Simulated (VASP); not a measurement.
## Electronic structure of Sn3C in real space

```yaml
crystal:
  lattice:
    - [-1.98893, 3.44492, 0.00000]
    - [3.97785, 0.00000, 0.00000]
    - [0.00000, 0.00000, -21.67849]
  atoms:
    - { symbol: C, position: [0.33333, 0.66667, 0.66729] }
    - { symbol: C, position: [0.66667, 0.33333, 0.33395] }
    - { symbol: C, position: [0.00000, 0.00000, 0.00062] }
    - { symbol: Sn, position: [0.66667, 0.33333, 0.83992] }
    - { symbol: Sn, position: [0.00000, 0.00000, 0.50659] }
    - { symbol: Sn, position: [0.33333, 0.66667, 0.17325] }
    - { symbol: Sn, position: [0.66667, 0.33333, 0.97386] }
    - { symbol: Sn, position: [0.00000, 0.00000, 0.64052] }
    - { symbol: Sn, position: [0.33333, 0.66667, 0.30719] }
    - { symbol: Sn, position: [0.33333, 0.66667, 0.76894] }
    - { symbol: Sn, position: [0.66667, 0.33333, 0.43560] }
    - { symbol: Sn, position: [0.00000, 0.00000, 0.10227] }
```

Space group R3m; started from the ordered alloy on diamond lattice prototype, which need not be the ambient phase.

Computed with VASP 6.6.1, DFT, PBEsol, plane waves, PAW.

The density is the valence pseudo-density of a PAW calculation; it isn't the true density close to the nuclei.

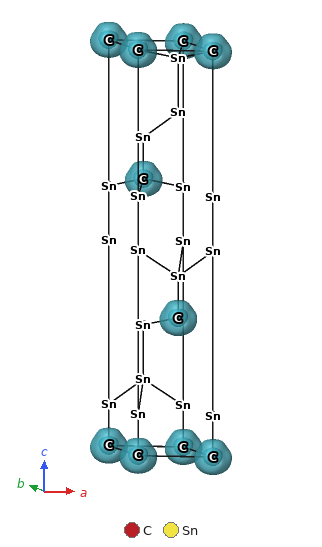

Figure 1. Isosurface of the ELF at 0.7 (cyan), seen slightly off an axis. Only the valence region is drawn (cores and ρ < 0.01 e/Å³ removed). Sticks mark near contacts.

Describe the localisation domains.

Answer. At this value the surface marks out three regions wrapped around C (the valence shell of each), counted in one cell of 12 atoms. Regions shared between cells count once. Along the contacts the grid gives the following. Sn–C (2.20 Å): the ELF peaks at about 0.85 in the valence shell of C, 0.7 Å from its nucleus, and is about 0.55 at the midpoint. Sn–Sn (2.76 Å): the ELF reaches about 0.55 near the midpoint.

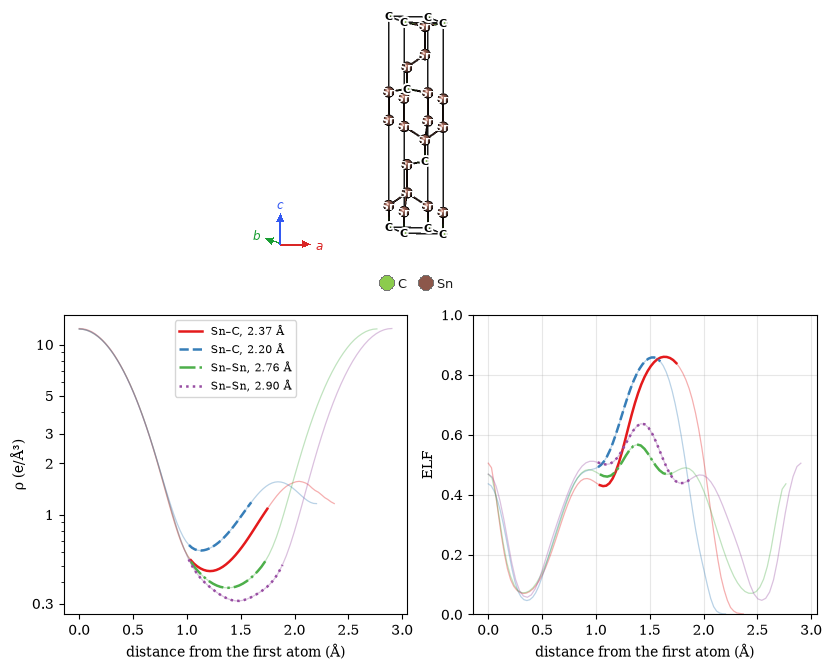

Figure 2. Valence charge density (pseudo) and ELF along straight lines between neighbouring atoms. Thin, pale parts lie inside the atomic spheres. The structure is drawn too.

Compare the contacts.

Answer. Sn–C (2.37 Å): ρ at the midpoint is about 0.47 e/Å³; the ELF peaks at about 0.85 in the valence shell of C, 0.7 Å from its nucleus, and is about 0.50 at the midpoint.
Sn–C (2.20 Å): the density is about 0.62 e/Å³ at the midpoint; the ELF peaks at about 0.85 in the valence shell of C, 0.7 Å from its nucleus, and is about 0.55 at the midpoint.
Sn–Sn (2.76 Å): ρ is about 0.37 e/Å³ halfway; the ELF reaches about 0.55 near the midpoint.
Sn–Sn (2.90 Å): ρ at the midpoint is about 0.31 e/Å³; the ELF peaks at about 0.65 between the atoms.
